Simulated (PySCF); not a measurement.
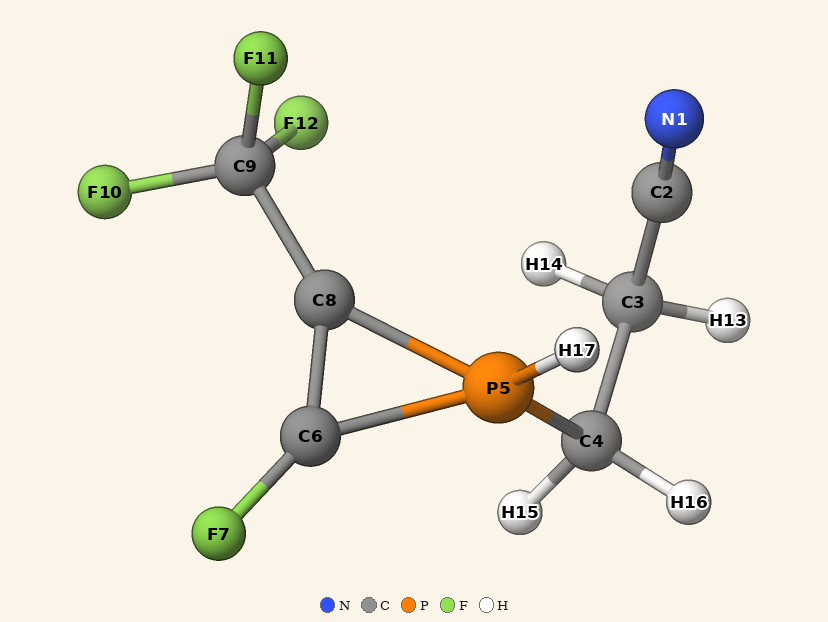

The species has charge +1 and is a spin singlet. Computed geometry: GFN2-xTB optimisation. No frequency run is at hand to confirm it as a minimum. Electric field gradients from the ground-state density, PBE0/pcSseg-1 (PySCF 2.14.0), non-relativistic apart from any core potentials.

Give the largest field-gradient component, the quadrupole coupling constant and the asymmetry for 14N at N1 (Q = 20.44 mb), 2H at H13 (Q = 2.86 mb), 2H at H14 (Q = 2.86 mb), 2H at H15 (Q = 2.86 mb), 2H at H16 (Q = 2.86 mb).

```csv
atom,V_zz (a.u.),e²qQ/h (MHz),η
N1,−1.027,−4.93,0.14
H13,0.292,0.196,0.03
H14,0.286,0.192,0.03
H15,0.287,0.193,0.05
H16,0.285,0.191,0.05
```

The geometry is semi-empirical. Around P such bond lengths and angles can be off by a tenth of an ångström or more and by several degrees, and values that hang on the shape move with them.
